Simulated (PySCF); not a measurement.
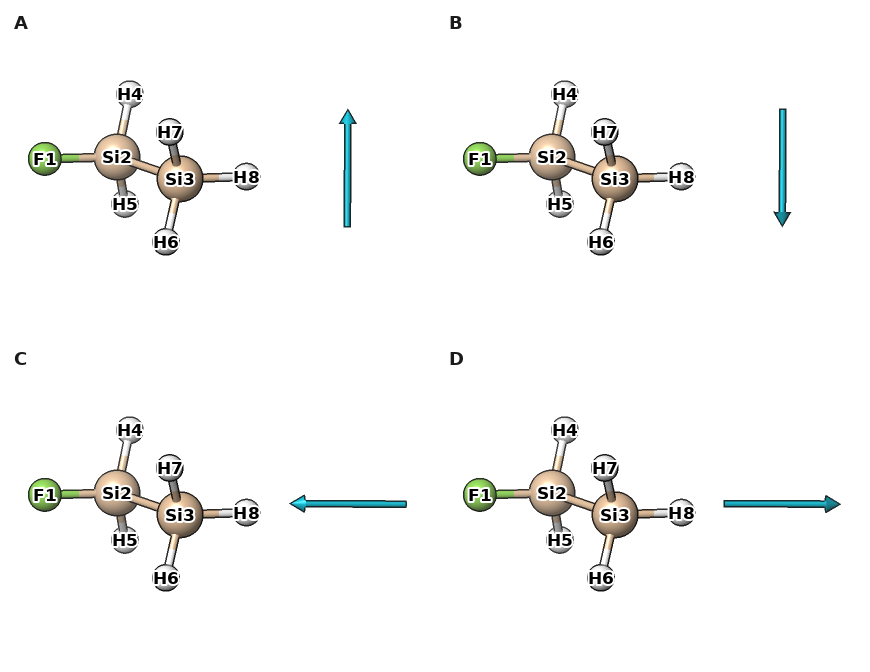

The same molecule four times, each with an arrow. The computed structure is the end point of a PBE0-D3(BJ)/def2-SVP optimisation. No frequency run is at hand to confirm it as a minimum. Level of theory: PBE0/aug-cc-pVTZ, gas phase (PySCF 2.14.0).

> Which arrow points along the dipole moment, from the negative to the positive end?

D. The dipole moment is 1.42 D; it points from the side of F1 to the side of H8 (the outermost atoms at the two ends).
